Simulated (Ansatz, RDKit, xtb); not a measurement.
# Isomers of C3H9NOSi, a sample narrowed down, part 1 of 2

A sample of isomers of C3H9NOSi is drawn. Aim: find which of them has the lowest free energy at 298.15 K, then its properties. The sample is small against all isomers, and the most stable one of this formula need not be in it.

Plan: many cheap relaxations first (GFN2-xTB), then density-functional screening, relaxation at B3LYP-D3(BJ)/def2-SVP, vibrations (at GFN2-xTB) and a final energy. The numbers are computed, not measured.

## (1) Candidates

Isomers were taken from a list of plausible structures; this is a sample, not all of them. That gives 8 candidates.

| label | SMILES | spin |
| --- | --- | --- |
| c040 | N[C@@H]1OC[C@H]1[SiH3] | singlet |
| c478 | N[C@@H]1C[C@@H]([SiH3])O1 | singlet |
| c502 | NC1([SiH3])COC1 | singlet |
| c530 | N[C@@H]1CO[C@@H]1[SiH3] | singlet |
| c721 | N[C@@H]1OC[C@@H]1[SiH3] | singlet |
| c793 | N[C@@]1([SiH3])CCO1 | singlet |
| c870 | N[C@@H]1CO[C@H]1[SiH3] | singlet |
| c891 | N[C@@H]1C[C@H]([SiH3])O1 | singlet |

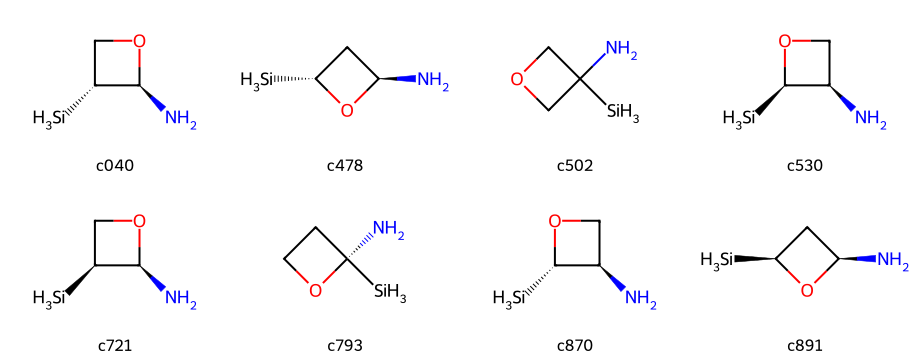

Structural formulas of the candidates.

Candidates are built by distance geometry, with a force field where one applies, in up to four conformers (letters a to d).

## (2) Cheap relaxation of all starts

All 14 starts are relaxed the same way. One of them, c040a (taken from a list of positional isomers, embedded by distance geometry and MMFF94), in full:

The input, start.xyz:

```xyz
15
c040a
C     -0.516742    -0.402412     0.813558
C      0.202073     1.278887     1.726088
C      0.128249     0.867946     0.252898
N     -1.864026    -0.527387     0.314812
O     -0.577962     0.141015     2.157278
Si     1.766055     0.627359    -0.698258
H     -1.938524    -1.185566    -0.500170
H     -2.462197    -0.912994     0.997055
H      0.034783    -1.355335     0.785686
H      1.218080     1.214160     2.219579
H     -0.247599     2.234238     1.950708
H     -0.559458     1.475773    -0.334904
H      2.428592     1.943228    -0.924997
H      2.728131    -0.240226     0.163196
H      1.530869    -0.014200    -1.973126
```

Run with:

```
$ xtb start.xyz --gfn 2 --opt
```

Standard output, cut to the lines that bear on the results:

```text
* xtb version 6.7.1
[...]
          :  # basis functions                  39          :
[...]
          :  # electrons                        36          :
[...]
          :  Hamiltonian                  GFN2-xTB          :
[...]
          :  net charge                          0          :
          :  unpaired electrons                  0          :
[...]
   *** convergence criteria satisfied after 12 iterations ***
[...]
   *** GEOMETRY OPTIMIZATION CONVERGED AFTER 13 ITERATIONS ***
[...]
   *** convergence criteria satisfied after 3 iterations ***
[...]
         ::                     SUMMARY                     ::
         :::::::::::::::::::::::::::::::::::::::::::::::::::::
         :: total energy             -19.690283254657 Eh    ::
         :: gradient norm              0.000156426768 Eh/a0 ::
         :: HOMO-LUMO gap              4.970483068083 eV    ::
         ::.................................................::
         :: SCC energy               -19.881982182841 Eh    ::
         :: -> isotropic ES            0.044913230678 Eh    ::
         :: -> anisotropic ES          0.001831869542 Eh    ::
         :: -> anisotropic XC          0.006565349317 Eh    ::
         :: -> dispersion             -0.009797102932 Eh    ::
         :: repulsion energy           0.191698928184 Eh    ::
         :: add. restraining           0.000000000000 Eh    ::
         :: total charge               0.000000000000 e     ::
         :::::::::::::::::::::::::::::::::::::::::::::::::::::
[...]
        18        2.0000           -0.3736516             -10.1676 (HOMO)
        19                         -0.1909897              -5.1971 (LUMO)
[...]
     #   Z          covCN         q      C6AA      α(0)
     1   6 C        4.030     0.201    17.366     5.920
     2   6 C        4.048     0.088    19.053     6.200
     3   6 C        3.793    -0.153    23.468     6.899
     4   7 N        2.629    -0.357    29.196     8.025
     5   8 O        1.741    -0.341    19.721     5.996
     6  14 Si       3.645     0.444    98.964    19.076
     7   1 H        0.860     0.145     1.438     1.878
     8   1 H        0.860     0.163     1.318     1.798
     9   1 H        0.922    -0.019     3.405     2.886
    10   1 H        0.924     0.021     2.720     2.579
    11   1 H        0.924     0.033     2.547     2.496
    12   1 H        0.925     0.035     2.512     2.478
    13   1 H        0.918    -0.088     5.154     3.551
    14   1 H        0.918    -0.083     5.005     3.499
[...]
     #   Z sym  total        # sym  WBO       # sym  WBO       # sym  WBO
 ---------------------------------------------------------------------------
     1   6 C    3.946 --     4 N    1.015     3 C    0.983     5 O    0.972
                             9 H    0.959
     2   6 C    3.946 --     3 C    1.005    10 H    0.979    11 H    0.974
                             5 O    0.971
     3   6 C    3.958 --     2 C    1.005     1 C    0.983    12 H    0.980
                             6 Si   0.873
     4   7 N    3.008 --     1 C    1.015     7 H    0.964     8 H    0.953
     5   8 O    2.041 --     1 C    0.972     2 C    0.971
     6  14 Si   3.591 --    14 H    0.903    15 H    0.900    13 H    0.900
                             3 C    0.873
     7   1 H    0.979 --     4 N    0.964
     8   1 H    0.973 --     4 N    0.953
     9   1 H    1.000 --     1 C    0.959
[...]
molecular dipole:
                 x           y           z       tot (Debye)
 q only:        0.445       0.122      -0.810
   full:        0.197      -0.178      -0.563       1.582
molecular quadrupole (traceless):
[...]
          | TOTAL ENERGY              -19.690283254657 Eh   |
          | GRADIENT NORM               0.000156426768 Eh/α |
          | HOMO-LUMO GAP               4.970483068083 eV   |
           -------------------------------------------------
[...]
```

It took 0.28 s on 2 threads of AMD EPYC (Zen 3), shared host.

## (3) What the search left

14 of the 14 relaxations converged; 1 ended on a minimum already found. 13 distinct structures remain:

| label | start | SMILES after | spin | energy (kcal/mol) |
| --- | --- | --- | --- | --- |
| c891a | drawn | N[C@@H]1C[C@H]([SiH3])O1 | singlet | 0.0 |
| c721a | drawn | N[C@@H]1OC[C@@H]1[SiH3] | singlet | 0.1 |
| c891b | drawn | N[C@@H]1C[C@H]([SiH3])O1 | singlet | 3.6 |
| c721c | drawn | N[C@@H]1OC[C@@H]1[SiH3] | singlet | 3.8 |
| c040a | drawn | N[C@@H]1OC[C@H]1[SiH3] | singlet | 4.4 |
| c478a | drawn | N[C@@H]1C[C@@H]([SiH3])O1 | singlet | 4.5 |
| c793a | drawn | N[C@@]1([SiH3])CCO1 | singlet | 4.5 |
| c870a | drawn | N[C@@H]1CO[C@H]1[SiH3] | singlet | 6.2 |
| c530a | drawn | N[C@@H]1CO[C@@H]1[SiH3] | singlet | 6.3 |
| c530b | drawn | N[C@@H]1CO[C@@H]1[SiH3] | singlet | 6.4 |
| c502a | drawn | NC1([SiH3])COC1 | singlet | 7.2 |
| c870b | drawn | N[C@@H]1CO[C@H]1[SiH3] | singlet | 7.9 |
| c502b | drawn | NC1([SiH3])COC1 | singlet | 8.8 |

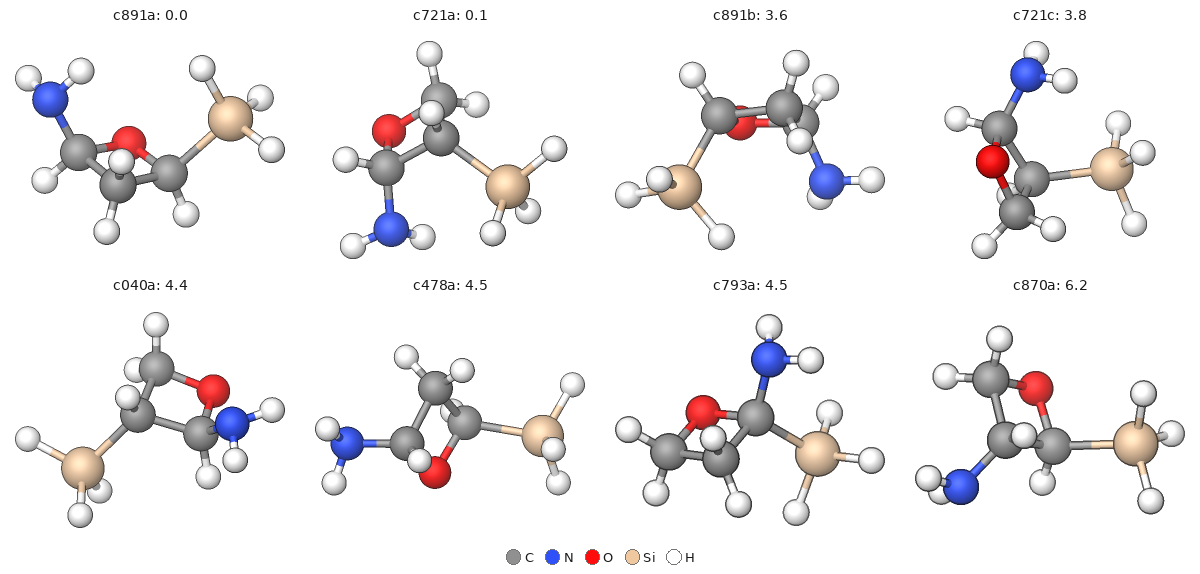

The 8 lowest minima that did not fall apart, with their GFN2-xTB energies in kcal/mol.

## (4) Second filter: single points

A choice of the minima (the low ones first, few conformers of a pattern, up to a cap) and the lowest that fell apart get a single point at r2SCAN-D4/def2-SVP on the tight-binding geometry, and one at HF/STO-3G for comparison. The lowest singlets are also tried as triplets at the same geometry (label ending in t). The first, c891a:

The input, input.yaml:

```yaml
crystal:
  periodic: [false, false, false]
  atoms:
    - {symbol: C, position_ang: [0.199027, -0.525792, -0.552757]}
    - {symbol: C, position_ang: [-0.973590, -0.286928, 0.402940]}
    - {symbol: C, position_ang: [-0.140872, -1.072810, 1.423702]}
    - {symbol: "N", position_ang: [0.832727, 0.652880, -1.039293]}
    - {symbol: O, position_ang: [0.922389, -1.257667, 0.457543]}
    - {symbol: Si, position_ang: [0.558203, -0.137616, 2.927139]}
    - {symbol: H, position_ang: [1.124077, 1.243063, -0.266808]}
    - {symbol: H, position_ang: [1.653147, 0.424112, -1.588211]}
    - {symbol: H, position_ang: [-0.020957, -1.177204, -1.408132]}
    - {symbol: H, position_ang: [-1.913094, -0.744168, 0.104669]}
    - {symbol: H, position_ang: [-1.134634, 0.762801, 0.637421]}
    - {symbol: H, position_ang: [-0.576964, -2.045064, 1.676363]}
    - {symbol: H, position_ang: [1.017221, 1.175613, 2.465574]}
    - {symbol: H, position_ang: [1.677682, -0.904292, 3.463245]}
    - {symbol: H, position_ang: [-0.517594, 0.027988, 3.906664]}
basis:
  gaussian: {orbitals: def2-SVP}
hamiltonian: {xc: {name: r2SCAN}, dispersion: d4}
scf: {lower_state_search: "off"}
output: {orbitals: {seedname: orbitals}}
```

Run with:

```
$ ansatz run input.yaml --threads 2 --pin off --max-ram 5220MiB --events-out events.jsonl --progress --plain --runs-dir runs
```

Standard output, cut to the lines that bear on the results:

```text
Warning: RAYON_NUM_THREADS=2 ignored (pool sized by the plan → 2); use --threads N
Functional definition: r2SCAN
  name "r2SCAN"
[...]
1507 factors; their error is unknown
[...]
mean field -14658.97080353 eV, -538.7072408224 hartree, gradient 3.4e-6 eV, S^2 0.000000; 0 other end points of the search recorded, 0 dependent functions left out
reference -14658.97081484 eV, -538.7072412382 hartree; 28, 28 occupied and 105, 105 virtual orbitals, 1507 factors
Total energy: -14659.05856854 eV, -538.7104661270 hartree
Checks for a lower state left out: stability, starts, cluster_reference, orbital_swaps, neighbouring_geometries, increment
```

Run time: 6.6 s. Hardware: 2 threads of AMD EPYC (Zen 3), shared host.

Relative energies in kcal/mol, each column from its lowest structure that stays in one piece:

| label | SMILES | spin | GFN2-xTB | HF/STO-3G | r2SCAN-D4/def2-SVP |
| --- | --- | --- | --- | --- | --- |
| c721a | N[C@@H]1OC[C@@H]1[SiH3] | singlet | 0.1 | 0.0 | 0.0 |
| c891a | N[C@@H]1C[C@H]([SiH3])O1 | singlet | 0.0 | 1.3 | 2.1 |
| c721c | N[C@@H]1OC[C@@H]1[SiH3] | singlet | 3.8 | 4.7 | 3.6 |
| c040a | N[C@@H]1OC[C@H]1[SiH3] | singlet | 4.4 | 4.5 | 6.4 |
| c891b | N[C@@H]1C[C@H]([SiH3])O1 | singlet | 3.6 | 5.7 | 8.0 |
| c478a | N[C@@H]1C[C@@H]([SiH3])O1 | singlet | 4.5 | 5.5 | 8.3 |
| c793a | N[C@@]1([SiH3])CCO1 | singlet | 4.5 | 7.8 | 9.2 |
| c530a | N[C@@H]1CO[C@@H]1[SiH3] | singlet | 6.3 | 7.2 | 12.3 |
| c870a | N[C@@H]1CO[C@H]1[SiH3] | singlet | 6.2 | 6.7 | 12.5 |
| c530b | N[C@@H]1CO[C@@H]1[SiH3] | singlet | 6.4 | 8.6 | 12.8 |
| c502a | NC1([SiH3])COC1 | singlet | 7.2 | 7.9 | 13.0 |
| c870b | N[C@@H]1CO[C@H]1[SiH3] | singlet | 7.9 | 8.4 | 13.9 |
| c502b | NC1([SiH3])COC1 | singlet | 8.8 | 11.1 | 14.0 |
| c891at | N[C@@H]1C[C@H]([SiH3])O1 | triplet | – | – | 144.8 |
| c721at | N[C@@H]1OC[C@@H]1[SiH3] | triplet | – | – | 152.7 |

## (5) Third filter: density-functional geometries

6 candidates are relaxed at B3LYP-D3(BJ)/def2-SVP (chosen among the lowest in one piece, one conformer a pattern). The first, c721a:

The input, input.yaml:

```yaml
crystal:
  periodic: [false, false, false]
  atoms:
    - symbol: C
      position_ang: [0.044066, 0.072224, 1.642062]
    - symbol: C
      position_ang: [-0.747944, 1.704818, 0.650075]
    - symbol: C
      position_ang: [0.605942, 0.993169, 0.550558]
    - symbol: "N"
      position_ang: [-0.038282, -1.309854, 1.302000]
    - symbol: O
      position_ang: [-1.210906, 0.786776, 1.638089]
    - symbol: Si
      position_ang: [1.059092, 0.172793, -1.100027]
    - symbol: H
      position_ang: [-0.383936, -1.859238, 2.080418]
    - symbol: H
      position_ang: [-0.677962, -1.438119, 0.525888]
    - symbol: H
      position_ang: [0.536149, 0.159066, 2.619454]
    - symbol: H
      position_ang: [-1.375200, 1.682725, -0.246951]
    - symbol: H
      position_ang: [-0.716287, 2.727064, 1.039695]
    - symbol: H
      position_ang: [1.430848, 1.606109, 0.912966]
    - symbol: H
      position_ang: [1.545798, 1.243428, -1.976748]
    - symbol: H
      position_ang: [2.092102, -0.830937, -0.869110]
    - symbol: H
      position_ang: [-0.126583, -0.422226, -1.723205]
basis:
  gaussian: {orbitals: def2-SVP}
hamiltonian: {xc: {name: B3LYP}, dispersion: d3bj}
scf: {lower_state_search: off}
relax: {f_tol: 0.006}
```

Run with:

```
$ ansatz run input.yaml --threads 2 --pin off --max-ram 5220MiB --events-out events.jsonl --progress --plain --runs-dir runs
```

Standard output:

```text
Warning: RAYON_NUM_THREADS=2 ignored (pool sized by the plan → 2); use --threads N
The last accepted step is kept in runs//last_step.txt (removed where the run ends without a failure and the disk answers)
Functional definition: B3LYP
  name "B3LYP"
  parameter a0 = 0.2
  parameter ax = 0.72
  parameter ac = 0.81
  exchange = (1 - a0 - ax)*slater_x + ax*b88_x + a0*exact_x
  correlation = (1 - ac)*vwn_rpa_c + ac*lyp_c
these checks for a lower state are left out or cut short: stability, starts, cluster_reference, orbital_swaps, neighbouring_geometries, increment
1470 factors; integrals over basis functions are off by at most 3.7e-4 eV
mean field evaluation 1: about -14656.2551 eV, gradient 6.0e1 eV
mean field evaluation 2: about -14651.0342 eV, gradient 7.7e1 eV
mean field evaluation 4: about -14664.2120 eV, gradient 3.0e0 eV
mean field evaluation 8: about -14664.2619 eV, gradient 6.2e-2 eV
mean field evaluation 16: about -14664.2619 eV, gradient 4.1e-6 eV
mean field -14664.26192884 eV, -538.9016860911 hartree, gradient 4.2e-6 eV, S^2 0.000000; 0 other end points of the search recorded, 0 dependent functions left out
the calculation of the forces begins
reference -14664.26219541 eV, -538.9016958874 hartree; 28, 28 occupied and 105, 105 virtual orbitals, 1470 factors
relax step   1: F+E_penalty+E_count = -14664.87774374 eV  Δ(F+E_penalty+E_count) = +0.000e0 eV  max|allowed force component| = 6.562e-1 eV/Å  Δτ_max = 0.0000 Å  (15 SCF iters, accepted)
these checks for a lower state are left out or cut short: stability, starts, cluster_reference, orbital_swaps, neighbouring_geometries, increment
1470 factors; integrals over basis functions are off by at most 4.2e-4 eV
mean field -14664.33363814 eV, -538.9043213594 hartree, gradient 6.8e-7 eV, S^2 0.000000; 0 other end points of the search recorded, 0 dependent functions left out
the calculation of the forces begins
reference -14664.33390856 eV, -538.9043312969 hartree; 28, 28 occupied and 105, 105 virtual orbitals, 1470 factors
relax step   2: F+E_penalty+E_count = -14664.94020001 eV  Δ(F+E_penalty+E_count) = -6.246e-2 eV  max|allowed force component| = 3.007e-1 eV/Å  Δτ_max = 0.1147 Å  (19 SCF iters, accepted)
these checks for a lower state are left out or cut short: stability, starts, cluster_reference, orbital_swaps, neighbouring_geometries, increment
1470 factors; integrals over basis functions are off by at most 4.4e-4 eV
mean field evaluation 32: about -14664.3430 eV, gradient 2.6e-6 eV
mean field -14664.34303643 eV, -538.9046667400 hartree, gradient 2.6e-6 eV, S^2 0.000000; 0 other end points of the search recorded, 0 dependent functions left out
the calculation of the forces begins
reference -14664.34330741 eV, -538.9046766984 hartree; 28, 28 occupied and 105, 105 virtual orbitals, 1470 factors
relax step   3: F+E_penalty+E_count = -14664.94843853 eV  Δ(F+E_penalty+E_count) = -8.239e-3 eV  max|allowed force component| = 1.214e-1 eV/Å  Δτ_max = 0.0395 Å  (19 SCF iters, accepted)
[... from here on, the SCF cycles and remarks between the steps are left out ...]
relax step   4: F+E_penalty+E_count = -14664.95320163 eV  Δ(F+E_penalty+E_count) = -4.763e-3 eV  max|allowed force component| = 6.932e-2 eV/Å  Δτ_max = 0.0697 Å  (18 SCF iters, accepted)
relax step   5: F+E_penalty+E_count = -14664.92396669 eV  Δ(F+E_penalty+E_count) = +2.923e-2 eV  max|allowed force component| = 7.675e-1 eV/Å  Δτ_max = 0.0790 Å  (19 SCF iters, rejected (line search))
relax step   6: F+E_penalty+E_count = -14664.95588617 eV  Δ(F+E_penalty+E_count) = -2.685e-3 eV  max|allowed force component| = 2.860e-2 eV/Å  Δτ_max = 0.0395 Å  (19 SCF iters, accepted)
relax step   7: F+E_penalty+E_count = -14664.95590223 eV  Δ(F+E_penalty+E_count) = -1.605e-5 eV  max|allowed force component| = 8.083e-2 eV/Å  Δτ_max = 0.1000 Å  (19 SCF iters, accepted)
relax step   8: F+E_penalty+E_count = -14664.95769596 eV  Δ(F+E_penalty+E_count) = -1.794e-3 eV  max|allowed force component| = 3.087e-2 eV/Å  Δτ_max = 0.0424 Å  (19 SCF iters, accepted)
relax step   9: F+E_penalty+E_count = -14664.95781925 eV  Δ(F+E_penalty+E_count) = -1.233e-4 eV  max|allowed force component| = 2.809e-2 eV/Å  Δτ_max = 0.0098 Å  (19 SCF iters, accepted)
relax step  10: F+E_penalty+E_count = -14664.95788629 eV  Δ(F+E_penalty+E_count) = -6.705e-5 eV  max|allowed force component| = 6.662e-3 eV/Å  Δτ_max = 0.0052 Å  (13 SCF iters, accepted)
these checks for a lower state are left out or cut short: stability, starts, cluster_reference, orbital_swaps, neighbouring_geometries, increment
1470 factors; integrals over basis functions are off by at most 4.3e-4 eV
mean field -14664.35243270 eV, -538.9050120465 hartree, gradient 8.8e-7 eV, S^2 0.000000; 0 other end points of the search recorded, 0 dependent functions left out
the calculation of the forces begins
reference -14664.35270450 eV, -538.9050220353 hartree; 28, 28 occupied and 105, 105 virtual orbitals, 1470 factors
relax step  11: F+E_penalty+E_count = -14664.95791126 eV  Δ(F+E_penalty+E_count) = -2.497e-5 eV  max|allowed force component| = 4.032e-3 eV/Å  Δτ_max = 0.0053 Å  (13 SCF iters, accepted)
Total energy: -14664.95818307 eV, -538.9272729622 hartree
Atom 0 at    -0.004254     0.045339     1.641425 Å, force     0.000945     0.000785     0.001704 eV/Å
Atom 1 at    -0.718936     1.737565     0.654668 Å, force    -0.002597     0.000210    -0.001596 eV/Å
Atom 2 at     0.616779     0.966003     0.557478 Å, force     0.000850    -0.000473     0.002821 eV/Å
Atom 3 at    -0.106288    -1.340581     1.344082 Å, force    -0.004032    -0.000868    -0.003059 eV/Å
Atom 4 at    -1.246677     0.798815     1.600063 Å, force     0.000985    -0.001667    -0.001153 eV/Å
Atom 5 at     1.086008     0.195284    -1.104671 Å, force     0.000514    -0.000054    -0.000781 eV/Å
Atom 6 at    -0.459206    -1.874449     2.136570 Å, force     0.001278    -0.000156    -0.000192 eV/Å
Atom 7 at    -0.734824    -1.500427     0.556384 Å, force     0.001766     0.000716     0.001230 eV/Å
Atom 8 at     0.473655     0.145093     2.632487 Å, force     0.000113     0.001674     0.001001 eV/Å
Atom 9 at    -1.332683     1.792042    -0.264131 Å, force     0.000553     0.000250    -0.000237 eV/Å
Atom 10 at    -0.633552     2.756583     1.073235 Å, force     0.000761    -0.000501     0.000142 eV/Å
Atom 11 at     1.481704     1.536269     0.930929 Å, force     0.001244     0.000593     0.000360 eV/Å
Atom 12 at     1.347180     1.301058    -2.074936 Å, force    -0.000228    -0.000247     0.000353 eV/Å
Atom 13 at     2.309053    -0.647129    -0.997479 Å, force    -0.001470     0.000489     0.000041 eV/Å
Atom 14 at    -0.041061    -0.623668    -1.640941 Å, force    -0.000681    -0.000751    -0.000635 eV/Å
Dipole moment:     0.071366    -0.000149     0.050072 e Å
Checks for a lower state left out: stability, starts, cluster_reference, orbital_swaps, neighbouring_geometries, increment
```

Wall time 1.8 min (2 threads of AMD EPYC (Zen 3), shared host).

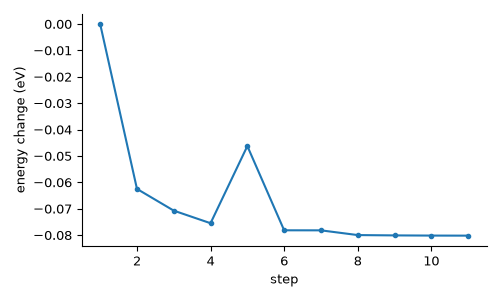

Energy along the run, all evaluated steps.

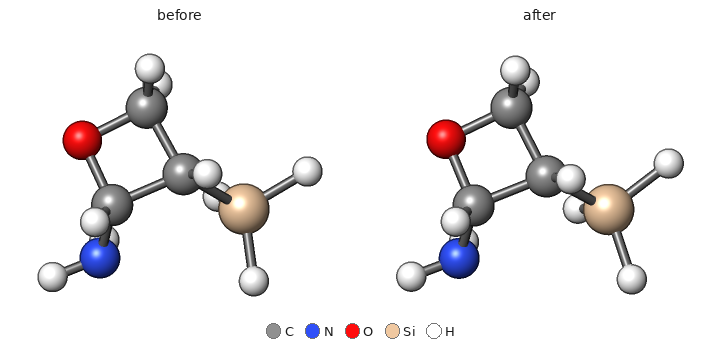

Before and after, at one scale.

After the run. Bond lengths: C1–C3 1.552 Å, C2–C3 1.546 Å, C1–N4 1.421 Å, C1–O5 1.454 Å, C2–O5 1.433 Å, C3–Si6 1.891 Å, N4–H7 1.019 Å, N4–H8 1.020 Å, C1–H9 1.105 Å, C2–H10 1.106 Å, C2–H11 1.105 Å, C3–H12 1.101 Å, Si6–H13 1.494 Å, Si6–H14 1.489 Å, Si6–H15 1.493 Å. Some angles: C1–C3–C2 84.6°, C1–C3–Si6 118.1°, C2–C3–Si6 118.2°, C3–C1–N4 117.5°, C3–C1–O5 90.8°, N4–C1–O5 116.0°, C3–C2–O5 91.9°, C1–O5–C2 92.5°, C1–C3–H12 112.6°, C2–C3–H12 113.5°.

## (6) After refinement

| label | spin | r2SCAN-D4/def2-SVP (kcal/mol) | B3LYP-D3(BJ)/def2-SVP, relaxed (kcal/mol) | time |
| --- | --- | --- | --- | --- |
| c721a | singlet | 0.0 | 0.0 | 1.8 min |
| c891a | singlet | 2.1 | 2.1 | 1.9 min |
| c040a | singlet | 6.4 | 6.3 | 3 min |
| c478a | singlet | 8.3 | 7.9 | 1.9 min |
| c793a | singlet | 9.2 | 8.6 | 1.9 min |
| c530a | singlet | 12.3 | 11.0 | 97 s |

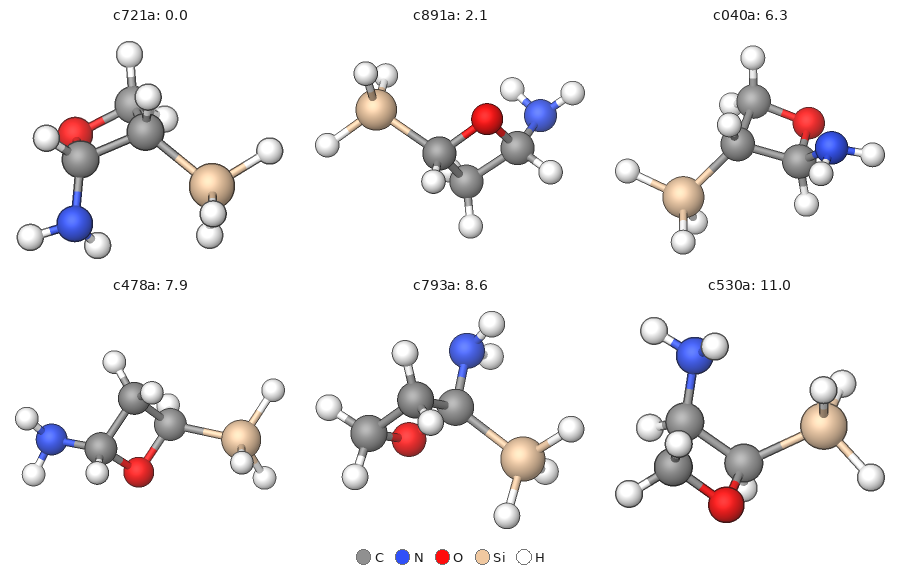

The relaxed structures, with energies at B3LYP-D3(BJ)/def2-SVP in kcal/mol.

(Continued in part 2 of 2.)
